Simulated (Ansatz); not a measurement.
# Molecular dynamics, with input and output: CH7Al2B (part 2 of 2)

CH7Al2B, SMILES [BH2][AlH][AlH][CH3]; UKS BLYP/6-31G* (Ansatz 0.2.0). The geometry comes from this level: PBE0-D4/def2-TZVP.

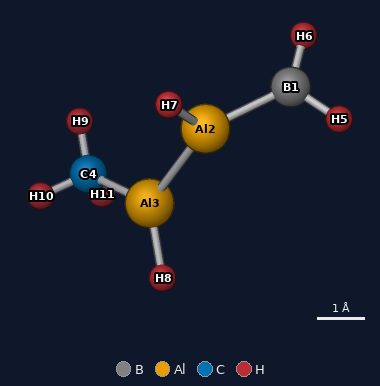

Figure 1. The geometry at step 31 of the log (ball-and-stick view, seen at a tilt; atoms are numbered from 1 in the order of the input).

Trajectory as extended XYZ, continued:
```
11
Properties=species:S:1:pos:R:3:forces:R:3 step=11 time_fs=5.5 energy=-15016.96681 temperature=171.8
B    -1.7961    2.3665   -0.1499   -1.0633   0.3818  -0.3543
Al    0.0695    1.5661   -0.5819    0.0853  -0.1065   0.1184
Al    0.5150   -0.9810   -0.6793   -0.0406   0.3671  -0.3462
C     1.0698   -2.0443    0.8687   -0.2886   0.1021   0.1699
H    -2.6101    2.5368   -1.1139    0.5961  -0.0674   1.0691
H    -2.1935    2.6388    0.9918    0.0510  -0.1394  -0.7048
H     1.2780    2.5898   -0.7637    0.2464   0.1572  -0.1044
H     0.3455   -1.7411   -2.0860   -0.0065  -0.1248  -0.0436
H     1.1481   -1.4484    1.8127    0.2261  -0.4859  -0.4579
H     2.0333   -2.5251    0.5644   -0.4418  -0.0625   0.5599
H     0.2477   -2.7954    0.9943    0.6357  -0.0215   0.0940
11
Properties=species:S:1:pos:R:3:forces:R:3 step=14 time_fs=7.0 energy=-15017.01153 temperature=209.6
B    -1.7936    2.3709   -0.1527   -0.4036   0.1620  -0.2519
Al    0.0664    1.5613   -0.5797    0.2707   0.0355   0.1378
Al    0.5122   -0.9808   -0.6794   -0.0285   0.3221  -0.4588
C     1.0747   -2.0393    0.8706   -0.3944  -0.1676  -0.9046
H    -2.5630    2.5265   -1.0949    0.0376   0.0660   0.4445
H    -2.1902    2.6509    0.9584   -0.1022  -0.0335  -0.2036
H     1.2900    2.5977   -0.7383    0.0987   0.0207  -0.0957
H     0.3441   -1.7413   -2.0977    0.0047  -0.0802   0.0695
H     1.1397   -1.4699    1.7830    0.3207   0.2408   0.6648
H     2.0314   -2.5029    0.5646   -0.1104  -0.2282   0.4471
H     0.2692   -2.7887    0.9769    0.3066  -0.3376   0.1508
11
Properties=species:S:1:pos:R:3:forces:R:3 step=17 time_fs=8.5 energy=-15016.95531 temperature=162.2
B    -1.7919    2.3756   -0.1560    0.5402  -0.1405   0.0651
Al    0.0636    1.5565   -0.5774    0.4546   0.1867   0.1630
Al    0.5094   -0.9803   -0.6799   -0.0106   0.2691  -0.5550
C     1.0789   -2.0345    0.8708   -0.4839  -0.2436  -1.6305
H    -2.5154    2.5177   -1.0670   -0.7538   0.2350  -0.5408
H    -2.1891    2.6624    0.9208   -0.2951   0.1160   0.4407
H     1.3042    2.6061   -0.7150   -0.0587  -0.1220  -0.0898
H     0.3428   -1.7432   -2.1079    0.0129  -0.0378   0.1698
H     1.1381   -1.4866    1.7673    0.3347   0.7772   1.4989
H     2.0272   -2.4857    0.5743    0.3295  -0.3995   0.2677
H     0.2972   -2.7892    0.9627   -0.0699  -0.6407   0.2110
11
Properties=species:S:1:pos:R:3:forces:R:3 step=19 time_fs=9.5 energy=-15016.91358 temperature=127.0
B    -1.7903    2.3786   -0.1582    1.0757  -0.3066   0.3193
Al    0.0618    1.5533   -0.5758    0.5613   0.2742   0.1813
Al    0.5076   -0.9799   -0.6804    0.0021   0.2335  -0.6018
C     1.0812   -2.0316    0.8695   -0.4973  -0.0499  -1.4447
H    -2.4916    2.5144   -1.0535   -1.2126   0.3274  -1.1503
H    -2.1916    2.6713    0.9001   -0.3947   0.1997   0.7820
H     1.3132    2.6104   -0.7005   -0.1502  -0.2029  -0.0894
H     0.3421   -1.7450   -2.1129    0.0158  -0.0157   0.2182
H     1.1411   -1.4892    1.7735    0.2748   0.7053   1.3731
H     2.0278   -2.4787    0.5843    0.5379  -0.4518   0.1674
H     0.3155   -2.7968    0.9556   -0.2129  -0.7132   0.2450
11
Properties=species:S:1:pos:R:3:forces:R:3 step=22 time_fs=11.0 energy=-15016.93676 temperature=146.7
B    -1.7860    2.3826   -0.1609    1.1771  -0.3377   0.4133
Al    0.0596    1.5488   -0.5732    0.6856   0.3671   0.2062
Al    0.5047   -0.9791   -0.6817    0.0201   0.1811  -0.6370
C     1.0839   -2.0272    0.8654   -0.3813   0.2700  -0.3771
H    -2.4780    2.5153   -1.0543   -1.3354   0.3509  -1.3685
H    -2.2025    2.6882    0.8833   -0.4062   0.2232   0.8935
H     1.3238    2.6131   -0.6804   -0.2490  -0.2864  -0.0941
H     0.3413   -1.7479   -2.1163    0.0160   0.0034   0.2532
H     1.1500   -1.4818    1.8051    0.1093   0.0941   0.3313
H     2.0382   -2.4761    0.6021    0.5206  -0.3550   0.1071
H     0.3394   -2.8206    0.9495   -0.1568  -0.5107   0.2721
11
Properties=species:S:1:pos:R:3:forces:R:3 step=25 time_fs=12.5 energy=-15017.00176 temperature=202.0
B    -1.7795    2.3860   -0.1628    0.3412  -0.0725   0.0819
Al    0.0580    1.5446   -0.5705    0.7567   0.4047   0.2231
Al    0.5019   -0.9781   -0.6834    0.0373   0.1292  -0.6209
C     1.0860   -2.0223    0.8607   -0.0932   0.1253   0.6765
H    -2.4918    2.5236   -1.0830   -0.7166   0.2286  -0.6332
H    -2.2218    2.7097    0.8849   -0.2217   0.0972   0.4893
H     1.3290    2.6096   -0.6623   -0.2895  -0.3148  -0.1035
H     0.3409   -1.7508   -2.1143    0.0114   0.0029   0.2392
H     1.1614   -1.4723    1.8439   -0.0654  -0.4892  -0.7312
H     2.0593   -2.4809    0.6223    0.1337  -0.0765   0.1210
H     0.3602   -2.8549    0.9493    0.1060  -0.0350   0.2578
11
Properties=species:S:1:pos:R:3:forces:R:3 step=28 time_fs=14.0 energy=-15016.99410 temperature=196.1
B    -1.7723    2.3892   -0.1646   -0.7614   0.3016  -0.2619
Al    0.0569    1.5407   -0.5677    0.7594   0.3878   0.2306
Al    0.4992   -0.9771   -0.6857    0.0578   0.0760  -0.5480
C     1.0880   -2.0173    0.8571    0.2545  -0.3884   1.2131
H    -2.5209    2.5367   -1.1251    0.0789   0.0667   0.3237
H    -2.2458    2.7332    0.8967    0.0594  -0.1012  -0.1149
H     1.3282    2.5995   -0.6464   -0.2640  -0.2846  -0.1150
H     0.3407   -1.7537   -2.1072    0.0023  -0.0171   0.1780
H     1.1714   -1.4728    1.8680   -0.1914  -0.7005  -1.2160
H     2.0832   -2.4874    0.6451   -0.3153   0.2261   0.1056
H     0.3832   -2.8900    0.9544    0.3198   0.4334   0.2048
11
Properties=species:S:1:pos:R:3:forces:R:3 step=31 time_fs=15.5 energy=-15016.94630 temperature=155.8
B    -1.7667    2.3930   -0.1668   -1.5587   0.5908  -0.4156
Al    0.0564    1.5371   -0.5646    0.6801   0.3246   0.2339
Al    0.4964   -0.9759   -0.6883    0.0861   0.0196  -0.4200
C     1.0903   -2.0130    0.8556    0.5095  -0.9221   1.1841
H    -2.5487    2.5514   -1.1608    0.6247  -0.0524   0.9469
H    -2.2686    2.7546    0.9063    0.3007  -0.2665  -0.5744
H     1.3218    2.5834   -0.6330   -0.1707  -0.1983  -0.1264
H     0.3405   -1.7570   -2.0964   -0.0109  -0.0531   0.0789
H     1.1774   -1.4877    1.8669   -0.2519  -0.5221  -1.0443
H     2.1006   -2.4891    0.6701   -0.5376   0.4103   0.0065
H     0.4128   -2.9162    0.9640    0.3286   0.6691   0.1304
11
Properties=species:S:1:pos:R:3:forces:R:3 step=33 time_fs=16.5 energy=-15016.93215 temperature=143.8
B    -1.7645    2.3962   -0.1688   -1.8350   0.6934  -0.4521
Al    0.0565    1.5348   -0.5624    0.5800   0.2642   0.2371
Al    0.4947   -0.9752   -0.6903    0.1098  -0.0207  -0.3104
C     1.0924   -2.0110    0.8559    0.5777  -1.1929   0.8361
H    -2.5605    2.5607   -1.1741    0.8097  -0.0981   1.1301
H    -2.2805    2.7659    0.9065    0.3984  -0.3278  -0.7181
H     1.3154    2.5701   -0.6255   -0.0746  -0.1146  -0.1333
H     0.3403   -1.7597   -2.0881   -0.0212  -0.0822   0.0009
H     1.1784   -1.5041    1.8534   -0.2534  -0.2049  -0.5702
H     2.1061   -2.4856    0.6870   -0.4982   0.4371  -0.0997
H     0.4365   -2.9260    0.9721    0.2069   0.6466   0.0796
11
Properties=species:S:1:pos:R:3:forces:R:3 step=36 time_fs=18.0 energy=-15016.93554 temperature=146.8
B    -1.7644    2.4021   -0.1725   -1.8595   0.6944  -0.4732
Al    0.0568    1.5316   -0.5590    0.3717   0.1636   0.2462
Al    0.4921   -0.9740   -0.6935    0.1484  -0.0870  -0.1315
C     1.0964   -2.0098    0.8573    0.5115  -1.3852  -0.0753
H    -2.5636    2.5729   -1.1739    0.8392  -0.1167   1.0901
H    -2.2912    2.7770    0.8939    0.4267  -0.3301  -0.6611
H     1.3047    2.5485   -0.6167    0.1028   0.0335  -0.1416
H     0.3395   -1.7654   -2.0758   -0.0362  -0.1243  -0.1134
H     1.1756   -1.5310    1.8253   -0.2097   0.4648   0.5256
H     2.1062   -2.4727    0.7101   -0.1690   0.3401  -0.2824
H     0.4751   -2.9298    0.9855   -0.1258   0.3469   0.0167
11
Properties=species:S:1:pos:R:3:forces:R:3 step=39 time_fs=19.5 energy=-15016.94745 temperature=157.5
B    -1.7679    2.4095   -0.1772   -1.4060   0.5061  -0.4408
Al    0.0575    1.5285   -0.5554    0.1332   0.0814   0.2588
Al    0.4896   -0.9730   -0.6968    0.1814  -0.1642   0.0256
C     1.1012   -2.0111    0.8586    0.3203  -1.1370  -0.7784
H    -2.5491    2.5827   -1.1508    0.5657  -0.0693   0.6699
H    -2.2930    2.7811    0.8676    0.3081  -0.2238  -0.2875
H     1.2962    2.5275   -0.6110    0.2805   0.1763  -0.1458
H     0.3380   -1.7738   -2.0660   -0.0475  -0.1496  -0.1972
H     1.1682   -1.5482    1.8081   -0.1683   0.9728   1.3460
H     2.1029   -2.4527    0.7273    0.3437   0.1470  -0.4309
H     0.5109   -2.9263    0.9993   -0.5111  -0.1397  -0.0197
11
Properties=species:S:1:pos:R:3:forces:R:3 step=42 time_fs=21.0 energy=-15016.97529 temperature=181.4
B    -1.7742    2.4178   -0.1827   -0.4926   0.1496  -0.2432
Al    0.0583    1.5255   -0.5516   -0.0700   0.0553   0.2673
Al    0.4872   -0.9721   -0.7001    0.1999  -0.2595   0.1218
C     1.1067   -2.0143    0.8587    0.1443  -0.4451  -0.4044
H    -2.5229    2.5911   -1.1139   -0.0311   0.0560  -0.1516
H    -2.2883    2.7806    0.8355    0.0742  -0.0356   0.3182
H     1.2937    2.5102   -0.6084    0.4003   0.2693  -0.1438
H     0.3355   -1.7854   -2.0602   -0.0520  -0.1431  -0.2258
H     1.1571   -1.5456    1.8178   -0.1681   0.8452   0.9812
H     2.1067   -2.4293    0.7353    0.7139  -0.0028  -0.4736
H     0.5360   -2.9257    1.0127   -0.7188  -0.4892  -0.0462
11
Properties=species:S:1:pos:R:3:forces:R:3 step=44 time_fs=22.0 energy=-15016.97612 temperature=182.4
B    -1.7790    2.4235   -0.1867    0.2479  -0.1271   0.0176
Al    0.0588    1.5235   -0.5490   -0.1539   0.0825   0.2650
Al    0.4858   -0.9716   -0.7022    0.2035  -0.3371   0.1461
C     1.1105   -2.0170    0.8582    0.0795  -0.0248   0.2831
H    -2.5050    2.5973   -1.0899   -0.5429   0.1736  -0.8342
H    -2.2839    2.7795    0.8170   -0.0935   0.0945   0.7301
H     1.2967    2.5018   -0.6084    0.4225   0.2858  -0.1379
H     0.3331   -1.7948   -2.0591   -0.0505  -0.1175  -0.2095
H     1.1477   -1.5334    1.8366   -0.1576   0.4743   0.2440
H     2.1173   -2.4136    0.7351    0.7072  -0.0185  -0.4249
H     0.5444   -2.9306    1.0211   -0.6621  -0.4856  -0.0795
11
Properties=species:S:1:pos:R:3:forces:R:3 step=47 time_fs=23.5 energy=-15016.94392 temperature=155.9
B    -1.7857    2.4319   -0.1925    1.0396  -0.4130   0.4097
Al    0.0595    1.5206   -0.5448   -0.1777   0.1892   0.2429
Al    0.4837   -0.9710   -0.7053    0.2004  -0.4778   0.1369
C     1.1164   -2.0211    0.8582    0.0751   0.1875   1.1924
H    -2.4892    2.6099   -1.0706   -1.1022   0.3160  -1.5696
H    -2.2794    2.7799    0.8031   -0.2361   0.2006   1.0679
H     1.3086    2.4941   -0.6108    0.3559   0.2364  -0.1214
H     0.3288   -1.8109   -2.0610   -0.0422  -0.0507  -0.1398
H     1.1309   -1.5080    1.8671   -0.0866  -0.1130  -0.7952
H     2.1451   -2.3900    0.7274    0.2909   0.0656  -0.2595
H     0.5460   -2.9459    1.0322   -0.3170  -0.1409  -0.1642
11
Properties=species:S:1:pos:R:3:forces:R:3 step=50 time_fs=25.0 energy=-15016.96315 temperature=172.9
B    -1.7905    2.4395   -0.1976    0.8724  -0.3413   0.4019
Al    0.0600    1.5178   -0.5404   -0.0937   0.3480   0.1965
Al    0.4818   -0.9709   -0.7083    0.1943  -0.6423   0.1024
C     1.1224   -2.0248    0.8602    0.1214   0.0635   1.5065
H    -2.4957    2.6291   -1.0834   -0.9306   0.2837  -1.3361
H    -2.2796    2.7843    0.8113   -0.1612   0.1349   0.8502
H     1.3280    2.4914   -0.6158    0.1934   0.1209  -0.0964
H     0.3235   -1.8282   -2.0658   -0.0294   0.0375  -0.0401
H     1.1123   -1.4845    1.8813    0.0251  -0.4667  -1.2786
H     2.1788   -2.3651    0.7143   -0.3095   0.1561  -0.0533
H     0.5409   -2.9642    1.0397    0.1178   0.3058  -0.2530
```

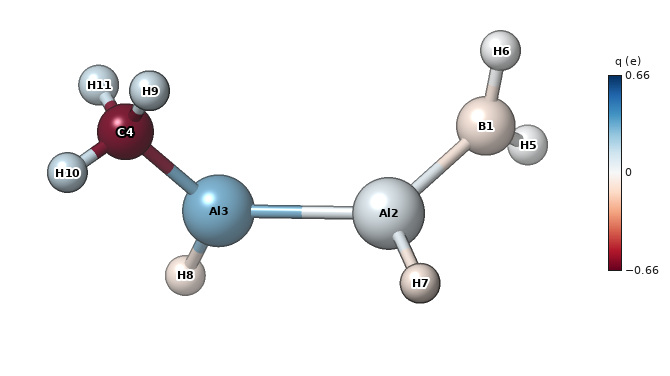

Figure 2. Mulliken charges, as the colour of each atom (ball-and-stick view, seen on its broad side; atoms are numbered from 1 in the order of the input). By element: B −0.09, Al +0.08 to +0.33, C −0.63 and H −0.09 to +0.15 e.

This output came from the following input.

The input:
```yaml
crystal:
  periodic: [false, false, false]
  atoms:
    - {symbol: B, position_ang: [-1.824203, 2.357258, -0.145000]}
    - {symbol: Al, position_ang: [0.080813, 1.582881, -0.589215]}
    - {symbol: Al, position_ang: [0.524955, -0.979309, -0.680762]}
    - {symbol: C, position_ang: [1.048534, -2.059520, 0.870242]}
    - {symbol: H, position_ang: [-2.658876, 2.555598, -0.986010]}
    - {symbol: H, position_ang: [-2.191782, 2.568496, 0.979378]}
    - {symbol: H, position_ang: [1.286898, 2.597756, -0.875406]}
    - {symbol: H, position_ang: [0.347705, -1.766442, -2.063484]}
    - {symbol: H, position_ang: [1.204756, -1.487620, 1.786870]}
    - {symbol: H, position_ang: [1.968772, -2.612971, 0.652764]}
    - {symbol: H, position_ang: [0.277827, -2.813125, 1.071221]}
basis:
  gaussian: {orbitals: "6-31G*"}
magnetization: {spin_polarized: true, initial_magnetization: 0}
hamiltonian: {xc: {name: BLYP}}
md: {timestep: 0.5 fs, n_steps: 50, ensemble: nvt_nose_hoover, temperature: 300, initial_velocities: maxwell_boltzmann, seed: 958}
```

Launched with:
```bash
ansatz run in.yaml --threads 2 --pin off --events-out ev --progress --plain --max-ram 4352MiB
```

Key numbers:

- outcome: finished
- mean temperature over the second half: 168 K
- trajectory: 50 steps, 25 fs
- ensemble: nvt_nose_hoover
- temperature in the input: 300 K
- time step: 0.5 fs
- potential energy (last step): −15016.9636 eV
- SCF solution under orbital rotations (last step): stable
- largest force (length of the vector) (last step): 1.653 eV/Å
- dipole moment (last step): 0.60 D
- hardware: 2 threads of Arm Neoverse V1, 23 GiB of memory available, shared host
- wall time: 2.1 min (CPU time 4.2 min)
- peak memory: 0.45 GiB

Notes:

So short a trajectory is not equilibrated. The temperature stays far from the 300 K of the thermostat over the second half: the run isn't equilibrated.
